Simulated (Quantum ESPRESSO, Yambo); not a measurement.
# GaN (F-43m): G0W0 in Yambo against the screening cutoff

Wanted: the cheapest screening cutoff that holds the gap of GaN (F-43m).

Calculated with Yambo 5.3.0; PBE and many-body steps on it, plane waves.

## 1. The starting structure

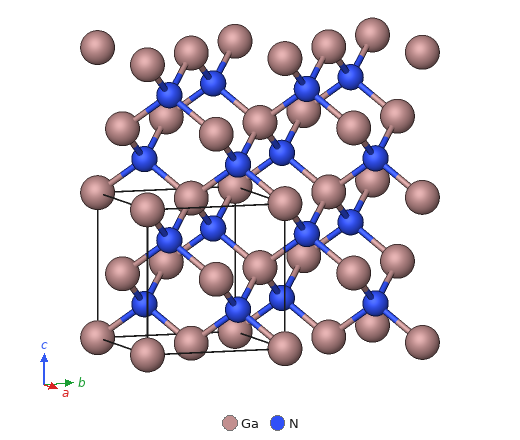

The starting structure, seen slightly off an axis (gallium pink, nitrogen blue). 1×2×2 cells are drawn. This picture shows the conventional cell, with its axes. Bonds to atoms that aren't drawn are left out. Some periodic images of atoms are drawn too.

Structure file:

```
Ga N
1.0
     0.00000    2.25350    2.25350
     2.25350    0.00000    2.25350
     2.25350    2.25350    0.00000
Ga N
1 1
Direct
  0.00000 0.00000 0.00000
  0.75000 0.75000 0.75000
```

The cell and positions are those that the Materials Project relaxed with its own functionals (PBE, PBE+U or r2SCAN), kept fixed. This is not the form that GaN usually takes at ambient conditions.

## 2. 3.25 Ha

This step: Yambo 5.3.0; G0W0 on PBE, plane waves, norm-conserving pseudopotentials.

G0W0 replaces the xc potential by the self-energy, built once from these orbitals. Only a window of levels is corrected, while the sums run over the empty bands that the input names.

Contents of gw7.in:

```
HF_and_locXC
gw0
dyson
ppa
em1d
rim_cut
RandQpts= 1000000
RandGvec= 1 RL
EXXRLvcs= 104 Ry
VXCRLvcs= 416 Ry
Chimod= "HARTREE"
% BndsRnXp
 1 | 81 |
%
NGsBlkXp= 6.5 Ry
% LongDrXp
 1 | 1 | 1 |
%
% GbndRnge
 1 | 81 |
%
DysSolver= "n"
ExtendOut
PPAPntXp= 27.21138 eV
% QPkrange
 1 | 1 | 12 | 15 |
%
```

On the command line:

```sh
$ OMP_NUM_THREADS=1 mpirun -n 4 yambo -F gw7.in -J gw7 -C gw7 > gw7.log
```

The program printed:

```text
 Yambo, version 5.3.0

 [02] CORE Variables Setup
 =========================

  [... cell, symmetries and grids as in the set-up ...]

  [02.05] Energies & Occupations
  ==============================

  [X] === General ===
  [X] Electronic Temperature                        :  0.000000  0.000000 [eV K]
  [X] Bosonic    Temperature                        :  0.000000  0.000000 [eV K]
  [X] Finite Temperature mode                       : no
  [X] El. density                                   :  0.11360E+25 [cm-3]
  [X] Fermi Level                                   :  11.62933 [eV]

  [X] === Gaps and Widths ===
  [X] Conduction Band Min                           :  1.752814 [eV]
  [X] Valence Band Max                              :  0.000000 [eV]
  [X] Filled Bands                                  :  13
  [X] Empty Bands                                   :   14  283
  [X] Direct Gap                                    :  1.752814 [eV]
  [X] Direct Gap localized at k                     :  1
  [X] Indirect Gap                                  :  1.752814 [eV]
  [X] Indirect Gap between kpts                     :  1  1
  [X] Last valence band width                       :  3.622457 [eV]
  [X] 1st conduction band width                     :  4.731742 [eV]

 [03] Transferred momenta grid and indexing
 ==========================================

 IBZ Q-points                                      :   8
 BZ  Q-points                                      :   64

 K/Q-points units:
 rlu = crystal or reduced units; cc = cartesian coordinates; iku = interal k-units

 Q [1]          [rlu]:  0.000000  0.000000  0.000000
 Q [2]          [rlu]:  0.10757E-16  0.10757E-16  0.25000
 Q [3]          [rlu]: -0.21514E-16 -0.21514E-16 -0.50000
 Q [4]          [rlu]: -0.23091E-16  0.25000      0.25000
 Q [5]          [rlu]: -0.11141E-16  0.25000      0.50000
 Q [6]          [rlu]: -0.21514E-16  0.25000     -0.25000
 Q [7]          [rlu]:  0.46183E-16 -0.50000     -0.50000
 Q [8]          [rlu]:  0.250000 -0.500000 -0.250000

 [04] Coloumb potential Random Integration (RIM)
 ===============================================

  [04.01] RIM initialization
  ==========================

  * Diagonal components only detected *

  8 x (sBL volume)        :  0.200747 [a.u.]
  sBZ random points       :  1000000
  Points outside the sBZ  :   7996195
  RL volume               :  1.605979 [a.u.]
  Integrated volume       :  1.606744 [a.u.]

  [04.02] RIM integrals
  =====================

  Gamma point sphere radius             :  0.106210 [a.u.]
  Points outside the sphere             :   799659
  [Int_sBZ(q=0) 1/q^2]*(Vol_sBZ)^(-1/3) =:  7.764404
                                 should be <:  7.795600

  Summary of Coulomb integrals for non-metallic bands |Q|[au] RIM/Bare

  Q [1] 0.100000E-4 0.995998 * Q [2] 0.319443 1.065507
  Q [4] 0.368862 1.063520 * Q [6] 0.521649 1.025994
  Q [5] 0.611688 1.019443 * Q [3] 0.638887 1.016823
  Q [7] 0.737723 1.013697 * Q [8] 0.824799 1.010734

 [WARNING] [Xp] User bands 1-81 break level degeneracy

 [05] Dipoles
 ============

  [05.01] Setup: observables and procedures
  =========================================

 [06] Dynamic Dielectric Matrix (PPA)
 ====================================

 [WR./gw7//ndb.pp]---------------------------------------------------------------
  Brillouin Zone Q/K grids (IBZ/BZ)                :    8   64    8   64
  RL vectors                                       :   3479 [WF]
  Coulomb cutoff potential                         : none
  Electronic Temperature                           :  0.000000 [K]
  Bosonic    Temperature                           :  0.000000 [K]
  PPA    diel. fun.  energies                      : Perdew, Burke & Ernzerhof(X)+Perdew, Burke & Ernzerhof(C)
  wavefunctions                                    : Perdew, Burke & Ernzerhof(X)+Perdew, Burke & Ernzerhof(C)
  Global Gauge                                     : length
  X matrix size                                    :   59
  X band range                                     :    1   81
  X e/h energy range                               : -1.000000 -1.000000 [eV]
  X Time ordering                                  : R
  X Hxc Kernel                                     : HARTREE
  X Drude frequency                                :  0.000000  0.000000
  X poles                                          :  100.0000 [o/o]
  RL vectors in the sum                            :   3479
  [r,Vnl] included                                 : yes
  Field direction                                  :  0.577350E-5  0.577350E-5  0.577350E-5
  BZ energy Double Grid                            : no
  BZ energy DbGd points                            : 0
  BZ Q point size factor                           : -1.000000
  X Optical Averaged directions                    : none

 [07] Local Exchange-Correlation + Non-Local Fock
 ================================================

 [VXC] Plane waves :  22219
 [EXS] Plane waves :  2741

 QP @ state[ 1 ] K range:  1  1
 QP @ state[ 1 ] b range:  12  15

 [xc] Functional : Perdew, Burke & Ernzerhof(X)+Perdew, Burke & Ernzerhof(C)
 [xc] LIBXC used to calculate xc functional
  PP Number of Atomic Species                      :  2
  NLCC RL compoments                               :  22219
  PP Number of Atomic Species                      :  2
  NLCC RL compoments                               :  22219

 [xc] E_xc :  -24.12284 [Ha]
      E_xc :  -48.24568 [Ry]

  Local XC kind (lXC) : Perdew, Burke & Ernzerhof(X)+Perdew, Burke & Ernzerhof(C)
  Non-Local XC kind (nlXC) : Hartree-Fock

  Corrections @ K [1] :  [eV]
 <12|nlXC|12> = -22.57679  0.12513E-16 <12|lXC|12> = -19.10882  0.37763E-15
 <13|nlXC|13> = -22.57686  0.81042E-17 <13|lXC|13> = -19.10882  0.17702E-15
 <14|nlXC|14> = -9.847448 -0.67127E-18 <14|lXC|14> = -14.14882  0.11801E-16
 <15|nlXC|15> = -7.024709  0.15071E-18 <15|lXC|15> = -13.03826 -0.18882E-15

 [08] Dyson equation: Newton solver
 ==================================

  [08.01] G0W0 (W PPA)
  ====================

  [  GW  ] Bands range     :    1   81
  [GW/PPA] G damping       :  0.100000 [eV]

  QP @ state[ 1 ] K range:  1  1
  QP @ state[ 1 ] b range:  12  15

   Sc/G bands                                       :    1   81
   Sc/G damping                                     :  0.100000 ev
   Sc bands terminator                              : no
   Sx RL components                                 :  2741

   QP @ state[ 1 ] K range                          :  1  1
   QP @ state[ 1 ] b range                          :  12  15
   GF energies kind                                 : Perdew, Burke & Ernzerhof(X)+Perdew, Burke & Ernzerhof(C)
   GF WF`s kind                                     : Perdew, Burke & Ernzerhof(X)+Perdew, Burke & Ernzerhof(C)
   Xs energies kind                                 : Perdew, Burke & Ernzerhof(X)+Perdew, Burke & Ernzerhof(C)
   Xs WF`s kind                                     : Perdew, Burke & Ernzerhof(X)+Perdew, Burke & Ernzerhof(C)

 [11] Game Over & Game summary
```

Run time: 25 s. Hardware: 4 MPI ranks of Arm Neoverse V1, shared host; peak memory 1.4 GiB; 97 s of CPU time.

This step gave:

```
G0W0 gap on the points computed              : 2.504 eV
starting gap on the mesh                     : 1.753 eV
k of the valence top                         : 0, 0, 0
k of the conduction bottom                   : 0, 0, 0
least direct G0W0 gap on the computed points : 2.504 eV
Z at the valence top                         : 0.7912
Z at the conduction bottom                   : 0.8173
```

The gap on the mesh goes from 1.75 eV to 2.50 eV, a correction of +0.75 eV.

## 3. 5.25 Ha

Contents of gw8.in:

```
HF_and_locXC
gw0
dyson
ppa
em1d
rim_cut
RandQpts= 1000000
RandGvec= 1 RL
EXXRLvcs= 104 Ry
VXCRLvcs= 416 Ry
Chimod= "HARTREE"
% BndsRnXp
 1 | 81 |
%
NGsBlkXp= 10.5 Ry
% LongDrXp
 1 | 1 | 1 |
%
% GbndRnge
 1 | 81 |
%
DysSolver= "n"
ExtendOut
PPAPntXp= 27.21138 eV
% QPkrange
 1 | 1 | 12 | 15 |
%
```

On the command line:

```sh
$ OMP_NUM_THREADS=1 mpirun -n 4 yambo -F gw8.in -J gw8 -C gw8 > gw8.log
```

The program printed:

```text
 Yambo, version 5.3.0

 [02] CORE Variables Setup
 =========================

  [... cell, symmetries and grids as in the set-up ...]

  [02.05] Energies & Occupations
  ==============================

  [X] === General ===
  [X] Electronic Temperature                        :  0.000000  0.000000 [eV K]
  [X] Bosonic    Temperature                        :  0.000000  0.000000 [eV K]
  [X] Finite Temperature mode                       : no
  [X] El. density                                   :  0.11360E+25 [cm-3]
  [X] Fermi Level                                   :  11.62933 [eV]

  [X] === Gaps and Widths ===
  [X] Conduction Band Min                           :  1.752814 [eV]
  [X] Valence Band Max                              :  0.000000 [eV]
  [X] Filled Bands                                  :  13
  [X] Empty Bands                                   :   14  283
  [X] Direct Gap                                    :  1.752814 [eV]
  [X] Direct Gap localized at k                     :  1
  [X] Indirect Gap                                  :  1.752814 [eV]
  [X] Indirect Gap between kpts                     :  1  1
  [X] Last valence band width                       :  3.622457 [eV]
  [X] 1st conduction band width                     :  4.731742 [eV]

 [03] Transferred momenta grid and indexing
 ==========================================

 IBZ Q-points                                      :   8
 BZ  Q-points                                      :   64

 K/Q-points units:
 rlu = crystal or reduced units; cc = cartesian coordinates; iku = interal k-units

 Q [1]          [rlu]:  0.000000  0.000000  0.000000
 Q [2]          [rlu]:  0.10757E-16  0.10757E-16  0.25000
 Q [3]          [rlu]: -0.21514E-16 -0.21514E-16 -0.50000
[...]
================================================

 [VXC] Plane waves :  22219
 [EXS] Plane waves :  2741

 QP @ state[ 1 ] K range:  1  1
 QP @ state[ 1 ] b range:  12  15

 [xc] Functional : Perdew, Burke & Ernzerhof(X)+Perdew, Burke & Ernzerhof(C)
 [xc] LIBXC used to calculate xc functional
  PP Number of Atomic Species                      :  2
  NLCC RL compoments                               :  22219
  PP Number of Atomic Species                      :  2
  NLCC RL compoments                               :  22219

 [xc] E_xc :  -24.12284 [Ha]
      E_xc :  -48.24568 [Ry]

  Local XC kind (lXC) : Perdew, Burke & Ernzerhof(X)+Perdew, Burke & Ernzerhof(C)
  Non-Local XC kind (nlXC) : Hartree-Fock

  Corrections @ K [1] :  [eV]
 <12|nlXC|12> = -22.57679  0.12513E-16 <12|lXC|12> = -19.10882  0.37763E-15
 <13|nlXC|13> = -22.57686  0.81042E-17 <13|lXC|13> = -19.10882  0.17702E-15
 <14|nlXC|14> = -9.847448 -0.67127E-18 <14|lXC|14> = -14.14882  0.11801E-16
 <15|nlXC|15> = -7.024709  0.15071E-18 <15|lXC|15> = -13.03826 -0.18882E-15

 [08] Dyson equation: Newton solver
 ==================================

  [08.01] G0W0 (W PPA)
  ====================

  [  GW  ] Bands range     :    1   81
  [GW/PPA] G damping       :  0.100000 [eV]

  QP @ state[ 1 ] K range:  1  1
  QP @ state[ 1 ] b range:  12  15

   Sc/G bands                                       :    1   81
   Sc/G damping                                     :  0.100000 ev
   Sc bands terminator                              : no
   Sx RL components                                 :  2741

   QP @ state[ 1 ] K range                          :  1  1
   QP @ state[ 1 ] b range                          :  12  15
   GF energies kind                                 : Perdew, Burke & Ernzerhof(X)+Perdew, Burke & Ernzerhof(C)
   GF WF`s kind                                     : Perdew, Burke & Ernzerhof(X)+Perdew, Burke & Ernzerhof(C)
   Xs energies kind                                 : Perdew, Burke & Ernzerhof(X)+Perdew, Burke & Ernzerhof(C)
   Xs WF`s kind                                     : Perdew, Burke & Ernzerhof(X)+Perdew, Burke & Ernzerhof(C)

 [11] Game Over & Game summary
```

Wall time 27 s (4 MPI ranks); peak memory 1.4 GiB; 1.7 min of CPU time.

Numbers from this step:

| Quantity | Value |
| --- | --- |
| G0W0 gap on the points computed | 2.534 eV |
| starting gap on the mesh | 1.753 eV |
| k of the valence top | 0, 0, 0 |
| k of the conduction bottom | 0, 0, 0 |
| least direct G0W0 gap on the computed points | 2.534 eV |
| Z at the valence top | 0.7893 |
| Z at the conduction bottom | 0.8156 |

Against the run before, the gap moves by +0.030 eV.

## 4. 10.5 Ha

Contents of gw9.in:

```
HF_and_locXC
gw0
dyson
ppa
em1d
rim_cut
RandQpts= 1000000
RandGvec= 1 RL
EXXRLvcs= 104 Ry
VXCRLvcs= 416 Ry
Chimod= "HARTREE"
% BndsRnXp
 1 | 81 |
%
NGsBlkXp= 21 Ry
% LongDrXp
 1 | 1 | 1 |
%
% GbndRnge
 1 | 81 |
%
DysSolver= "n"
ExtendOut
PPAPntXp= 27.21138 eV
% QPkrange
 1 | 1 | 12 | 15 |
%
```

On the command line:

```sh
$ OMP_NUM_THREADS=1 mpirun -n 4 yambo -F gw9.in -J gw9 -C gw9 > gw9.log
```

The program printed:

```text
 Yambo, version 5.3.0

 [02] CORE Variables Setup
 =========================

  [... cell, symmetries and grids as in the set-up ...]

  [02.05] Energies & Occupations
  ==============================

  [X] === General ===
  [X] Electronic Temperature                        :  0.000000  0.000000 [eV K]
  [X] Bosonic    Temperature                        :  0.000000  0.000000 [eV K]
  [X] Finite Temperature mode                       : no
  [X] El. density                                   :  0.11360E+25 [cm-3]
[...]
Sx RL components                                 :  2741

   QP @ state[ 1 ] K range                          :  1  1
   QP @ state[ 1 ] b range                          :  12  15
   GF energies kind                                 : Perdew, Burke & Ernzerhof(X)+Perdew, Burke & Ernzerhof(C)
   GF WF`s kind                                     : Perdew, Burke & Ernzerhof(X)+Perdew, Burke & Ernzerhof(C)
   Xs energies kind                                 : Perdew, Burke & Ernzerhof(X)+Perdew, Burke & Ernzerhof(C)
   Xs WF`s kind                                     : Perdew, Burke & Ernzerhof(X)+Perdew, Burke & Ernzerhof(C)

 [11] Game Over & Game summary
```

Elapsed: 59 s, on 4 MPI ranks; peak memory 1.4 GiB.

Numbers from this step:

- G0W0 gap on the points computed: 2.539 eV
- starting gap on the mesh: 1.753 eV
- k of the valence top: 0, 0, 0
- k of the conduction bottom: 0, 0, 0
- least direct G0W0 gap on the computed points: 2.539 eV

Against the run before, the gap moves by +0.004 eV.

## 5. 13 Ha

Contents of gw10.in:

```
HF_and_locXC
gw0
dyson
ppa
em1d
rim_cut
RandQpts= 1000000
RandGvec= 1 RL
EXXRLvcs= 104 Ry
VXCRLvcs= 416 Ry
Chimod= "HARTREE"
% BndsRnXp
 1 | 81 |
%
NGsBlkXp= 26 Ry
% LongDrXp
 1 | 1 | 1 |
%
% GbndRnge
 1 | 81 |
%
DysSolver= "n"
ExtendOut
PPAPntXp= 27.21138 eV
% QPkrange
 1 | 1 | 12 | 15 |
%
```

On the command line:

```sh
$ OMP_NUM_THREADS=1 mpirun -n 4 yambo -F gw10.in -J gw10 -C gw10 > gw10.log
```

The program printed:

```text
 Yambo, version 5.3.0

 [02] CORE Variables Setup
 =========================

  [... cell, symmetries and grids as in the set-up ...]

  [02.05] Energies & Occupations
  ==============================

  [X] === General ===
  [X] Electronic Temperature                        :  0.000000  0.000000 [eV K]
  [X] Bosonic    Temperature                        :  0.000000  0.000000 [eV K]
  [X] Finite Temperature mode                       : no
  [X] El. density                                   :  0.11360E+25 [cm-3]
[...]
Sx RL components                                 :  2741

   QP @ state[ 1 ] K range                          :  1  1
   QP @ state[ 1 ] b range                          :  12  15
   GF energies kind                                 : Perdew, Burke & Ernzerhof(X)+Perdew, Burke & Ernzerhof(C)
   GF WF`s kind                                     : Perdew, Burke & Ernzerhof(X)+Perdew, Burke & Ernzerhof(C)
   Xs energies kind                                 : Perdew, Burke & Ernzerhof(X)+Perdew, Burke & Ernzerhof(C)
   Xs WF`s kind                                     : Perdew, Burke & Ernzerhof(X)+Perdew, Burke & Ernzerhof(C)

 [11] Game Over & Game summary
```

It took 76 s on 4 MPI ranks; peak memory 1.4 GiB.

This step gave:

```yaml
g0w0_gap_on_the_points_computed: 2.540 eV
starting_gap_on_the_mesh: 1.753 eV
k_of_the_valence_top: 0, 0, 0
k_of_the_conduction_bottom: 0, 0, 0
least_direct_g0w0_gap_on_the_computed_points: 2.540 eV
```

Against the run before, the gap moves by +0.001 eV.

## 6. 16.25 Ha

Contents of gw11.in:

```
HF_and_locXC
gw0
dyson
ppa
em1d
rim_cut
RandQpts= 1000000
RandGvec= 1 RL
EXXRLvcs= 104 Ry
VXCRLvcs= 416 Ry
Chimod= "HARTREE"
% BndsRnXp
 1 | 81 |
%
NGsBlkXp= 32.5 Ry
% LongDrXp
 1 | 1 | 1 |
%
% GbndRnge
 1 | 81 |
%
DysSolver= "n"
ExtendOut
PPAPntXp= 27.21138 eV
% QPkrange
 1 | 1 | 12 | 15 |
%
```

On the command line:

```sh
$ OMP_NUM_THREADS=1 mpirun -n 4 yambo -F gw11.in -J gw11 -C gw11 > gw11.log
```

The program printed:

```text
 Yambo, version 5.3.0

 [02] CORE Variables Setup
 =========================

  [... cell, symmetries and grids as in the set-up ...]

  [02.05] Energies & Occupations
  ==============================

  [X] === General ===
  [X] Electronic Temperature                        :  0.000000  0.000000 [eV K]
  [X] Bosonic    Temperature                        :  0.000000  0.000000 [eV K]
  [X] Finite Temperature mode                       : no
  [X] El. density                                   :  0.11360E+25 [cm-3]
[...]
Sx RL components                                 :  2741

   QP @ state[ 1 ] K range                          :  1  1
   QP @ state[ 1 ] b range                          :  12  15
   GF energies kind                                 : Perdew, Burke & Ernzerhof(X)+Perdew, Burke & Ernzerhof(C)
   GF WF`s kind                                     : Perdew, Burke & Ernzerhof(X)+Perdew, Burke & Ernzerhof(C)
   Xs energies kind                                 : Perdew, Burke & Ernzerhof(X)+Perdew, Burke & Ernzerhof(C)
   Xs WF`s kind                                     : Perdew, Burke & Ernzerhof(X)+Perdew, Burke & Ernzerhof(C)

 [11] Game Over & Game summary
```

The job ended after 2.7 min (4 MPI ranks; peak memory 1.4 GiB; 11 min of CPU time).

Numbers from this step:

```
G0W0 gap on the points computed              : 2.547 eV
starting gap on the mesh                     : 1.753 eV
k of the valence top                         : 0, 0, 0
k of the conduction bottom                   : 0, 0, 0
least direct G0W0 gap on the computed points : 2.547 eV
```

Against the run before, the gap moves by +0.006 eV.

## 7. Side by side

Times are wall times on 4 MPI ranks of Arm Neoverse V1, shared host, good to a factor of about two.

```csv
run,mesh,bands,screening cutoff (eV),DFT gap (eV),gap on the mesh (eV),direct (eV),time
3.25 Ha,4×4×4,81,88.4,1.753,2.504,2.504,25 s
5.25 Ha,4×4×4,81,142.9,1.753,2.534,2.534,27 s
10.5 Ha,4×4×4,81,285.7,1.753,2.539,2.539,59 s
13 Ha,4×4×4,81,353.7,1.753,2.540,2.540,76 s
16.25 Ha,4×4×4,81,442.2,1.753,2.547,2.547,2.7 min
```

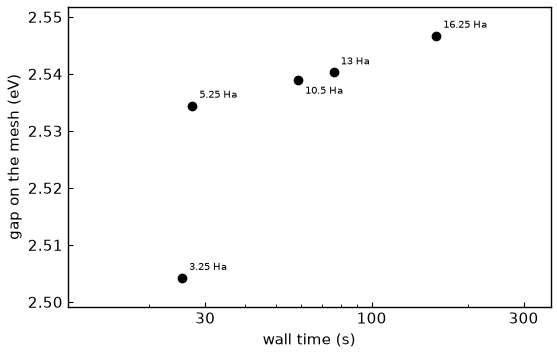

Result against wall time.

## 8. Outcome

```json
{
  "3.25 Ha": "2.504 eV",
  "5.25 Ha": "2.534 eV",
  "10.5 Ha": "2.539 eV",
  "13 Ha": "2.540 eV",
  "16.25 Ha": "2.547 eV",
  "known limits": "not at the basis limit; no spin-orbit coupling; coarse k mesh"
}
```

In words: The setting moved: screening cutoff. From 3.25 Ha to 16.25 Ha the gap moves by +0.04 eV, for 6.3 times the time. It holds to 0.03 eV from 5.25 Ha on. Bands and screening cutoff are coupled, so a series along one setting does not show full convergence. Bands and cutoff are finite, so the gap is not at the basis limit. The miss can reach some tenths of an eV and take either sign; the mesh is an error of its own. In the G0W0 runs levels were corrected at 1 k point alone, so a gap called «on the mesh» is the least over those, and an edge elsewhere would be missed. The 4×4×4 mesh is coarse for this cell, which bears on the long-range parts of exchange and screening. The many-body steps are scalar-relativistic: spin-orbit coupling is not in them.

[Paths, hosts, dates, memory and timing lines, banners, echoed tables and standing remarks are left out of the program output.]

[Logs are printed without paths, hosts, clocks, repeated set-up lines and the standing remarks that a program may print on its own settings, such as how far it seeks lower states.]

[Runs of the session that timed out or met a known fault of the program may be left out.]

[Hosts, paths, dates, database ids (printed as entryN), source tags and the programs' standing remarks are cut or masked in the printed files.]
